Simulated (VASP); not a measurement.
Band structure of Al (fcc). Computed with PBE GGA with D3 dispersion (Becke-Johnson damping), VASP's PBE PAW potentials (set 64) (plane waves; VASP).

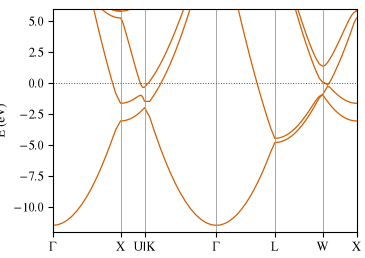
Figure. Bands along high-symmetry lines, zero at the valence-band maximum or, without a gap, the Fermi level

Q: Read the plot: is there a gap, and where are the band edges?

A: It has no gap at this level: it comes out as a metal or semimetal. (Edges off the drawn lines would not show.)

The compound is Al in the fcc structure. It was relaxed first, which changed the volume by -5 %.
